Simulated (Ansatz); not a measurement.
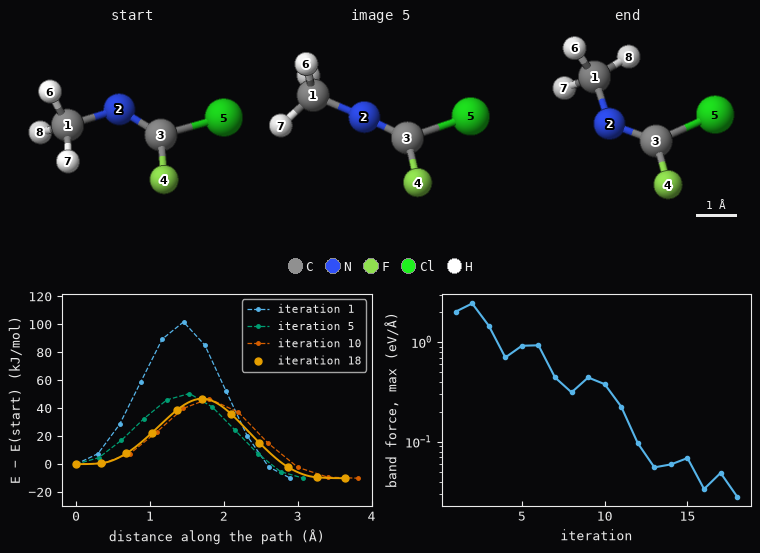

A nudged-elastic-band calculation for C2H3ClFN. Images are numbered from 0 (start) to 10 (end). The plot follows the band through its iterations. Style: ball-and-stick. Shown at a tilt.

All numbers below come from RKS PBE/def2-SVP (Ansatz). Set-up: 9 movable images; climbing image; force threshold 0.03 eV/Å; iteration limit 32; starting path by image-dependent pair potential.

### Judge this run.

The result is final at these settings. The band converged in 18 iterations. The largest component of the band force went from 2 to 0.028 eV/Å. The climbing image converged on the top of the path. Its vibrational analysis gives one imaginary mode (234i cm⁻¹), as a transition state must have. The first iteration put the highest image at 101.8 kJ/mol. The highest point, image 5, lies 46.8 kJ/mol above the start and 56.9 kJ/mol above the end; the end is at −10.1 kJ/mol relative to the start.

Cost: 9.9 min on 1 thread of AMD EPYC 7R43 64-Core Processor (Zen 3), on a shared host, peak memory 0.14 GiB.
